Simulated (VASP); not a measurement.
**ZrB2: structure and properties in VASP**

Wanted: the relaxed cell of ZrB2 and its properties. The steps: relaxing cell and atoms (BLYP + D3(BJ)), second relaxation, single point with fields (BLYP + D3(BJ)), bands along the symmetry lines (BLYP + D3(BJ)), density of states (BLYP + D3(BJ)), zone-centre phonons (BLYP + D3(BJ)), bands along the symmetry lines (r2SCAN) and total and projected DOS (BLYP + D3(BJ)), changed input. The start cell is built, not measured: it takes the structure of COD entry 1510711, HfB2 (space group 191 there), with some of its atoms replaced by other elements, volume scaled by an estimate.

Program: VASP 6.6.1. Level of theory: BLYP with D3(BJ); plane waves and PAW (Zr_sv, B), in the first sound run; inputs show where later runs differ. Results are calculated unless marked as measured.

**1. The starting structure**

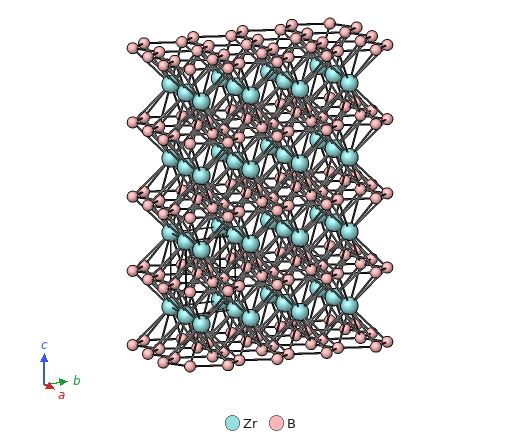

The starting structure, seen slightly off an axis (zirconium light teal, boron pink). 2×3×3 cells are drawn. Some periodic images of atoms are drawn too.

Structure file:

```
Zr B
1.0
     3.19611    0.00000    0.00000
    -1.59806    2.76791    0.00000
     0.00000    0.00000    3.54219
Zr B
1 2
Direct
  0.00000 0.00000 0.00000
  0.33333 0.66667 0.50000
  0.66667 0.33333 0.50000
```

**2. Relaxing cell and atoms (BLYP + D3(BJ))**

Properties are meant for the cell that this level of theory prefers, so cell and atoms are relaxed first (ISIF = 3) until forces and stress are small; EDIFFG sets the threshold. BLYP comes from molecular chemistry and underbinds dense solids. A dispersion term adds the long-range attraction that semilocal functionals lack. D3 with Becke-Johnson damping keeps a finite attraction at short range.

INCAR reads:

```
SYSTEM = ZrB2
PREC = Accurate
ENCUT = 420
EDIFF = 1E-06
NELM = 100
ISMEAR = -1
SIGMA = 0.05
LREAL = .FALSE.
ALGO = Normal
GGA = B5
ALDAX = 1
AGGAX = 1
AGGAC = 1
ALDAC = 0
IVDW = 12
VDW_S6 = 1
VDW_S8 = 2.6996
VDW_A1 = 0.4298
VDW_A2 = 4.2359
LORBIT = 11
LWAVE = .FALSE.
LCHARG = .FALSE.
IBRION = 2
NSW = 60
ISIF = 3
EDIFFG = -0.01
```

POSCAR reads:

```
ZrB2
1.0
    3.1961120000      0.0000000000      0.0000000000
   -1.5980560000      2.7679150000      0.0000000000
    0.0000000000      0.0000000000      3.5421880000
Zr B
1 2
Direct
    0.0000000000      0.0000000000      0.0000000000
    0.3333333300      0.6666666700      0.5000000000
    0.6666666700      0.3333333300      0.5000000000
```

KPOINTS reads:

```
Automatic mesh
0
Gamma
8 8 6
0 0 0
```

The projector-augmented-wave data sets are Zr_sv and B (PBE family, release 64).

Run with:

```sh
$ mpirun -np 1 vasp_std
```

The log of the run:

```text
[banner, memory and clock lines left out]
running    1 mpi-ranks, on    1 nodes
 distrk:  each k-point on    1 cores,    1 groups
 distr:  one band on    1 cores,    1 groups

 POSCAR found type information on POSCAR ZrB
 POSCAR found :  2 types and       3 ions
|                                                                             |
|               ----> ADVICE to this user running VASP <----                  |
|                                                                             |
|     You enforced a specific xc type in the INCAR file but a different       |
|     [... a line on the potential file left out ...]
|     I HOPE YOU KNOW WHAT YOU ARE DOING!                                     |
|                                                                             |

 LDA part: xc-table for (Slater(with rela. corr.)+VWN5), standard interpolation
 POSCAR, INCAR and KPOINTS ok, starting setup
 FFT: planning ... GRIDC
 FFT: planning ... GRID_SOFT
 FFT: planning ... GRID
 WAVECAR not read
 entering main loop
       N       E                     dE             d eps       ncg     rms          rms(c)
DAV:   1     0.101134528711E+03    0.10113E+03   -0.87523E+03  1040   0.117E+03
DAV:   2    -0.204206948623E+02   -0.12156E+03   -0.11749E+03  1255   0.314E+02
DAV:   3    -0.250393658398E+02   -0.46187E+01   -0.45472E+01  1690   0.534E+01
DAV:   4    -0.251232185279E+02   -0.83853E-01   -0.83826E-01  1302   0.701E+00
DAV:   5    -0.251252340720E+02   -0.20155E-02   -0.20154E-02  1642   0.804E-01    0.200E+01
DAV:   6    -0.221134827469E+02    0.30118E+01   -0.94815E+00  1230   0.207E+01    0.770E+00
DAV:   7    -0.221032635825E+02    0.10219E-01   -0.90721E-01  1601   0.600E+00    0.301E+00
DAV:   8    -0.221092129427E+02   -0.59494E-02   -0.87290E-02  1252   0.281E+00    0.794E-01
DAV:   9    -0.221071454083E+02    0.20675E-02   -0.14367E-02  1375   0.959E-01    0.124E-01
DAV:  10    -0.221071338713E+02    0.11537E-04   -0.70845E-04  1312   0.221E-01    0.448E-02
DAV:  11    -0.221071558855E+02   -0.22014E-04   -0.40597E-05  1308   0.709E-02    0.163E-02
DAV:  12    -0.221071561469E+02   -0.26138E-06   -0.44515E-06  1280   0.218E-02
   1 F= -.24735351E+02 E0= -.24734159E+02  d E =-.247354E+02
 curvature:   0.00 expect dE= 0.000E+00 dE for cont linesearch  0.000E+00
 trial: gam= 0.00000 g(F)=  0.744E-45 g(S)=  0.235E+00 ort = 0.000E+00 (trialstep = 0.100E+01)
 search vector abs. value=  0.235E+00
 bond charge predicted
       N       E                     dE             d eps       ncg     rms          rms(c)
DAV:   1    -0.229492332195E+02   -0.84208E+00   -0.38591E+01  1084   0.694E+01    0.135E+01
DAV:   2    -0.218737047528E+02    0.10755E+01   -0.25320E+00  1083   0.190E+01    0.360E+00
DAV:   3    -0.217566203450E+02    0.11708E+00   -0.11571E+00  1570   0.875E+00    0.209E+00
DAV:   4    -0.217792638687E+02   -0.22644E-01   -0.53675E-02  1258   0.207E+00    0.592E-01
DAV:   5    -0.217900337751E+02   -0.10770E-01   -0.39224E-02  1576   0.145E+00    0.683E-01
DAV:   6    -0.217944775767E+02   -0.44438E-02   -0.49557E-03  1640   0.468E-01    0.211E-01
DAV:   7    -0.217945957393E+02   -0.11816E-03   -0.51085E-04  1265   0.235E-01    0.304E-02
DAV:   8    -0.217945996042E+02   -0.38649E-05   -0.16242E-05  1286   0.476E-02    0.131E-02
DAV:   9    -0.217945994890E+02    0.11516E-06   -0.44316E-07   665   0.788E-03
   2 F= -.24716717E+02 E0= -.24715682E+02  d E =0.186348E-01
[...]
3 F= -.24792818E+02 E0= -.24791716E+02  d E =-.574663E-01
[...]
4 F= -.24792823E+02 E0= -.24791723E+02  d E =-.574720E-01
[...]
5 F= -.24795121E+02 E0= -.24794047E+02  d E =-.229783E-02
 trial-energy change:   -0.002298  1 .order   -0.002304   -0.004411   -0.000197
 step:   0.9382(harm=  0.9382)  dis= 0.00000  next Energy=   -24.795132 (dE=-0.231E-02)
 bond charge predicted
       N       E                     dE             d eps       ncg     rms          rms(c)
DAV:   1    -0.220371548414E+02   -0.28755E-03   -0.72847E-04  1150   0.268E-01    0.258E-02
DAV:   2    -0.220371480729E+02    0.67685E-05   -0.17076E-05  1140   0.393E-02    0.117E-02
DAV:   3    -0.220371454816E+02    0.25914E-05   -0.64153E-06  1264   0.231E-02    0.279E-03
DAV:   4    -0.220371454596E+02    0.21981E-07   -0.31064E-07   565   0.500E-03
   6 F= -.24795126E+02 E0= -.24794053E+02  d E =-.230261E-02
 curvature:  -0.48 expect dE=-0.105E-04 dE for cont linesearch -0.301E-07
 trial: gam=-0.01230 g(F)=  0.466E-45 g(S)=  0.218E-04 ort = 0.178E-04 (trialstep = 0.905E+00)
 search vector abs. value=  0.221E-04
 reached required accuracy - stopping structural energy minimisation
```

The job ended after 66 s (1 MPI rank of AMD EPYC 7R43, shared host; peak memory 0.12 GiB).

Lines that name or quote the potential files are left out of all logs, and their timing lines are given in words.

Parts of OUTCAR (step 2):

```text
ion  position               nearest neighbor table
   1  0.000  0.000  0.000-   2 2.56   3 2.56   2 2.56   3 2.56   3 2.56   3 2.56   2 2.56   2 2.56
                             3 2.56   3 2.56   2 2.56   2 2.56
   2  0.333  0.667  0.500-   3 1.85   3 1.85   3 1.85   1 2.56   1 2.56   1 2.56   1 2.56   1 2.56
                             1 2.56
   3  0.667  0.333  0.500-   2 1.85   2 1.85   2 1.85   1 2.56   1 2.56   1 2.56   1 2.56   1 2.56
                             1 2.56

  LATTYP: Found a hexagonal cell.
 ALAT       =     3.1961120000
 C/A-ratio  =     1.1082803106

 Subroutine GETGRP returns: Found 24 space group operations
 (whereof 24 operations were pure point group operations)

The static configuration has the point symmetry D_6h.

 Found     40 irreducible k-points:

   k-points           NKPTS =     40   k-points in BZ     NKDIM =     40   number of bands    NBANDS=     13

   dimension x,y,z NGX =    24 NGY =   24 NGZ =   24
   dimension x,y,z NGXF=    48 NGYF=   48 NGZF=   48

   ENCUT  =  420.0 eV  30.87 Ry    5.56 a.u.   5.34  5.34  5.92*2*pi/ulx,y,z

   NELECT =      18.0000    total number of electrons

 k-points in reciprocal lattice and weights: Automatic mesh
   0.00000000  0.00000000  0.00000000       0.003
   0.12500000  0.00000000  0.00000000       0.016
   0.25000000  0.00000000  0.00000000       0.016
   0.37500000  0.00000000  0.00000000       0.016
   0.50000000  0.00000000  0.00000000       0.008
   0.12500000  0.12500000  0.00000000       0.016
   0.25000000  0.12500000  0.00000000       0.031
   0.37500000  0.12500000  0.00000000       0.031
   0.25000000  0.25000000  0.00000000       0.016
[...]
0.25000000  0.25000000  0.50000000       0.016
   0.37500000  0.25000000  0.50000000       0.016

 Edisp (eV)   -2.75825

 average (electrostatic) potential at core
       1 -72.3317       2 -21.5153       3 -21.5153

 E-fermi :  11.4276

 k-point     1 :       0.0000    0.0000    0.0000
  band No.  band energies     occupation
    ...
      5      -1.4288      2.00000
      6       8.7177      2.00000
      7       8.7177      2.00000
      8       8.7681      2.00000
      9       8.8941      2.00000
     10      14.7779      0.00000
     11      14.7779      0.00000
     12      15.3464      0.00000
     13      15.3464      0.00000

 k-point     2 :       0.1250    0.0000    0.0000
  band No.  band energies     occupation
    ...
      5      -1.1157      2.00000
      6       7.8794      2.00000
      7       8.5603      2.00000
      8       8.7153      2.00000
      9       9.0719      2.00000
     10      14.1640      0.00000
     11      14.5853      0.00000
     12      14.7431      0.00000
     13      15.2049      0.00000

 k-point     3 :       0.2500    0.0000    0.0000
  band No.  band energies     occupation
    ...
      5      -0.2510      2.00000
      6       6.1826      2.00000
      7       7.9287      2.00000
      8       8.5911      2.00000
      9       9.3982      2.00000
     10      13.5094      0.00000
     11      14.1647      0.00000
     12      14.8283      0.00000
     13      15.0064      0.00000

 Edisp (eV)   -2.75798

  Total       0.02305     0.02305     0.01714     0.00000    -0.00000    -0.00000
  in kB       1.23433     1.23433     0.91756     0.00000    -0.00000    -0.00000
  external pressure =        1.13 kB  Pullay stress =        0.00 kB

  energy-cutoff  :      420.00
  volume of cell :       29.92
      direct lattice vectors                 reciprocal lattice vectors
     3.124173589  0.000000000 -0.000000000     0.320084647  0.184800905 -0.000000000
    -1.562086795  2.705614454 -0.000000000    -0.000000000  0.369601810 -0.000000000
     0.000000000  0.000000000  3.539705237     0.000000000  0.000000000  0.282509399

 POSITION                                       TOTAL-FORCE (eV/Angst)
 -----------------------------------------------------------------------------------
      0.00000      0.00000      0.00000         0.000000      0.000000      0.000000
     -0.00000      1.80374      1.76985         0.000000     -0.000000      0.000000
      1.56209      0.90187      1.76985        -0.000000      0.000000      0.000000
 -----------------------------------------------------------------------------------
    total drift:                                0.000000     -0.000000     -0.000000

  FREE ENERGIE OF THE ION-ELECTRON SYSTEM (eV)
  ---------------------------------------------------
  free  energy   TOTEN  =       -24.7951260438 eV

  energy  without entropy=      -24.7929789786  energy(sigma->0) =      -24.79405251

 reached required accuracy - stopping structural energy minimisation

 total charge
# of ion       s       p       d       tot
------------------------------------------
    1        2.172   6.035   1.826  10.033
    2        0.678   1.295   0.000   1.972
    3        0.678   1.295   0.000   1.972
--------------------------------------------------
tot          3.527   8.624   1.826  13.978

[... 3 further parts left out ...]
```

CONTCAR:

```
ZrB2
   1.00000000000000
     3.1241735893318228    0.0000000000000000   -0.0000000000000000
    -1.5620867946659114    2.7056144540139750   -0.0000000000000000
     0.0000000000000000    0.0000000000000000    3.5397052372163378
  Zr              B
     1     2
Direct
     0.0000000000000000    0.0000000000000000    0.0000000000000000
     0.3333333300000021    0.6666666699999979    0.5000000000000000
     0.6666666699999979    0.3333333300000021    0.5000000000000000
```

The k-mesh is coarse for a metal. The PAW data sets were made with PBE, which is usual practice but a small mismatch for other functionals. Dispersion corrections of this kind ignore metallic screening and tend to overbind metals. The run keeps the 24 symmetry operations of its start, so it cannot find a distortion of lower symmetry.

Relaxation path:

| step | energy less that of the first step (eV) | largest force (eV/Å) | pressure (GPa) | volume (Å³) |
| --- | --- | --- | --- | --- |
| 1 | 0.0000 | 0.0000 | -10.67 | 31.34 |
| 2 | 0.0186 | 0.0000 | 15.81 | 28.28 |
| 3 | -0.0575 | 0.0000 | 0.40 | 29.87 |
| 4 | -0.0575 | 0.0000 | 0.65 | 29.84 |
| 5 | -0.0598 | 0.0000 | 0.13 | 29.92 |
| 6 | -0.0598 | 0.0000 | 0.11 | 29.92 |

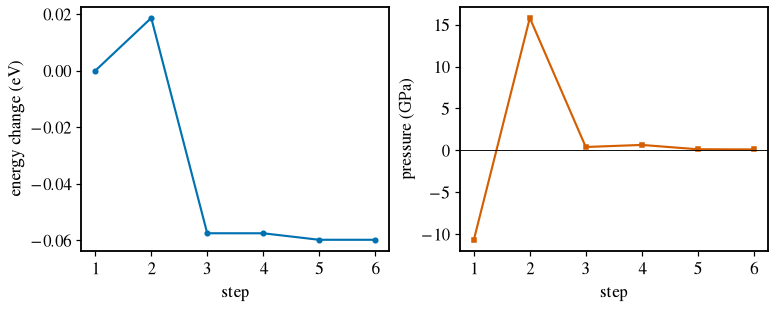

Energy and pressure along the relaxation.

| conventional cell, symmetrised | before | after | change |
| --- | --- | --- | --- |
| a (Å) | 3.196 | 3.124 | -2.3 % |
| b (Å) | 3.196 | 3.124 | -2.3 % |
| c (Å) | 3.542 | 3.540 | -0.1 % |
| volume (Å³/atom) | 10.45 | 9.97 | -4.5 % |

The relaxed structure:

```xyz
3
Lattice="3.1242 0.0000 0.0000 -1.5621 2.7056 0.0000 0.0000 0.0000 3.5397" Properties=species:S:1:pos:R:3 pbc="T T T"
Zr    0.0000    0.0000    0.0000
B     0.0000    1.8037    1.7699
B     1.5621    0.9019    1.7699
```

This step gave:

| Item | Value |
| --- | --- |
| electrons | 18 |
| bands | 13 |
| irreducible k-points | 40 |
| symmetry operations | 24 |
| free energy (TOTEN) | -24.80 eV |
| energy at zero smearing | -24.79 eV |
| Fermi energy | 11.43 eV |
| pressure | 0.1129 GPa |
| metallic | yes |
| SCF cycles over all ionic steps | 47 |

It ends with forces that vanish by symmetry and a pressure of 0.11 GPa.

**3. Second relaxation**

The basis stayed that of the start cell while the cell moved. A rerun from the cell reached resets it; the error of the finite cutoff stays.

INCAR is that of step 2.

POSCAR reads:

```
ZrB2
1.0
    3.1241735893      0.0000000000      0.0000000000
   -1.5620867947      2.7056144540      0.0000000000
    0.0000000000      0.0000000000      3.5397052372
Zr B
1 2
Direct
    0.0000000000      0.0000000000      0.0000000000
    0.3333333300      0.6666666700      0.5000000000
    0.6666666700      0.3333333300      0.5000000000
```

KPOINTS is that of step 2.

Run with:

```sh
$ mpirun -np 1 vasp_std
```

The log of the run:

```text
[banner, memory and clock lines left out]
running    1 mpi-ranks, on    1 nodes
 distrk:  each k-point on    1 cores,    1 groups
 distr:  one band on    1 cores,    1 groups

 POSCAR found type information on POSCAR ZrB
 POSCAR found :  2 types and       3 ions
 [... a notice as in an earlier step ...]

 LDA part: xc-table for (Slater(with rela. corr.)+VWN5), standard interpolation
 POSCAR, INCAR and KPOINTS ok, starting setup
 FFT: planning ... GRIDC
 FFT: planning ... GRID_SOFT
 FFT: planning ... GRID
 WAVECAR not read
 entering main loop
       N       E                     dE             d eps       ncg     rms          rms(c)
DAV:   1     0.100489443351E+03    0.10049E+03   -0.88144E+03  1040   0.118E+03
DAV:   2    -0.207736108288E+02   -0.12126E+03   -0.11711E+03  1225   0.313E+02
DAV:   3    -0.251377478471E+02   -0.43641E+01   -0.43244E+01  1644   0.539E+01
DAV:   4    -0.252313025407E+02   -0.93555E-01   -0.93519E-01  1307   0.759E+00
DAV:   5    -0.252348763584E+02   -0.35738E-02   -0.35738E-02  1610   0.994E-01    0.217E+01
DAV:   6    -0.220447104287E+02    0.31902E+01   -0.96865E+00  1263   0.216E+01    0.856E+00
DAV:   7    -0.220330317248E+02    0.11679E-01   -0.10153E+00  1573   0.638E+00    0.331E+00
DAV:   8    -0.220403062584E+02   -0.72745E-02   -0.11470E-01  1221   0.323E+00    0.860E-01
DAV:   9    -0.220365145188E+02    0.37917E-02   -0.21642E-02  1332   0.120E+00    0.145E-01
DAV:  10    -0.220364644770E+02    0.50042E-04   -0.10015E-03  1348   0.263E-01    0.526E-02
DAV:  11    -0.220364846871E+02   -0.20210E-04   -0.41493E-05  1343   0.722E-02    0.198E-02
DAV:  12    -0.220364849604E+02   -0.27331E-06   -0.73939E-06  1318   0.289E-02
   1 F= -.24794466E+02 E0= -.24793392E+02  d E =-.247945E+02
 curvature:   0.00 expect dE= 0.000E+00 dE for cont linesearch  0.000E+00
 trial: gam= 0.00000 g(F)=  0.175E-45 g(S)=  0.887E-05 ort = 0.000E+00 (trialstep = 0.100E+01)
 search vector abs. value=  0.887E-05
 reached required accuracy - stopping structural energy minimisation
```

Run time: 19 s. Hardware: 1 MPI rank; peak memory 0.12 GiB.

Parts of OUTCAR (step 3):

```text
  LATTYP: Found a hexagonal cell.
 ALAT       =     3.1241735893
 C/A-ratio  =     1.1330053008

The static configuration has the point symmetry D_6h.

 Found     40 irreducible k-points:

   ENCUT  =  420.0 eV  30.87 Ry    5.56 a.u.   5.22  5.22  5.91*2*pi/ulx,y,z

   NELECT =      18.0000    total number of electrons

 E-fermi :  11.4277

 k-point     1 :       0.0000    0.0000    0.0000
  band No.  band energies     occupation
    ...
      5      -1.4286      2.00000
      6       8.7178      2.00000
      7       8.7178      2.00000
      8       8.7682      2.00000
      9       8.8941      2.00000
     10      14.7781      0.00000
     11      14.7781      0.00000
     12      15.3466      0.00000
     13      15.3466      0.00000

 k-point     2 :       0.1250   -0.0000    0.0000
  band No.  band energies     occupation
    ...
      5      -1.1155      2.00000
      6       7.8794      2.00000
      7       8.5604      2.00000
      8       8.7154      2.00000
      9       9.0721      2.00000
     10      14.1641      0.00000
     11      14.5855      0.00000
     12      14.7432      0.00000
     13      15.2051      0.00000

 Edisp (eV)   -2.75798

  Total       0.01491     0.01491     0.01033    -0.00000    -0.00000     0.00000
  in kB       0.79851     0.79851     0.55341    -0.00000    -0.00000     0.00000
  external pressure =        0.72 kB  Pullay stress =        0.00 kB

  energy-cutoff  :      420.00
  volume of cell :       29.92
      direct lattice vectors                 reciprocal lattice vectors
     3.124173589  0.000000000  0.000000000     0.320084647  0.184800905  0.000000000
    -1.562086795  2.705614454  0.000000000     0.000000000  0.369601810  0.000000000
     0.000000000  0.000000000  3.539705237     0.000000000  0.000000000  0.282509399

 POSITION                                       TOTAL-FORCE (eV/Angst)
 -----------------------------------------------------------------------------------
      0.00000      0.00000      0.00000         0.000000      0.000000     -0.000000
     -0.00000      1.80374      1.76985         0.000000      0.000000     -0.000000
      1.56209      0.90187      1.76985        -0.000000      0.000000      0.000000
 -----------------------------------------------------------------------------------
    total drift:                                0.000000     -0.000000     -0.000000

  FREE ENERGIE OF THE ION-ELECTRON SYSTEM (eV)
  ---------------------------------------------------
  free  energy   TOTEN  =       -24.7944655446 eV

  energy  without entropy=      -24.7923184784  energy(sigma->0) =      -24.79339201

 total charge
# of ion       s       p       d       tot
------------------------------------------
    1        2.172   6.035   1.826  10.033
    2        0.678   1.295   0.000   1.972
    3        0.678   1.295   0.000   1.972
--------------------------------------------------
tot          3.528   8.624   1.826  13.978

[... 4 parts as in an earlier step ...]

[... 7 further parts left out ...]
```

CONTCAR:

```
ZrB2
   1.00000000000000
     3.1241735893000002    0.0000000000000000    0.0000000000000000
    -1.5620867946999999    2.7056144540000000    0.0000000000000000
     0.0000000000000000    0.0000000000000000    3.5397052372000002
  Zr              B
     1     2
Direct
     0.0000000000000000    0.0000000000000000    0.0000000000000000
     0.3333333300000021    0.6666666699999979    0.5000000000000000
     0.6666666699999979    0.3333333300000021    0.5000000000000000
```

Little changed from the start: no atom moved by 0.005 Å and no cell edge by 0.1 %.

Numbers from this step:

```
free energy (TOTEN)             : -24.79 eV
pressure                        : 0.07168 GPa
SCF cycles over all ionic steps : 12
```

It ends with forces that vanish by symmetry and a pressure of 0.07 GPa. The volume moved by under 0.01 %: the run met its threshold at the first step.

[end of part 1 of 4]

[Lines on the potential files, build, host, timing and source positions are cut from VASP's logs without a mark.]

[Logs are printed without paths, hosts, clocks, repeated set-up lines and the standing remarks that a program may print on its own settings, such as how far it seeks lower states.]

[Hosts, paths, dates, database ids (printed as entryN), source tags and the programs' standing remarks are cut or masked in the printed files.]

[A measured line is paired with the nearest computed mode of its activity, which favours agreement.]

[In band tables of VASP the shares of atoms and orbitals are scaled to a sum of 1 inside the atoms' spheres.]
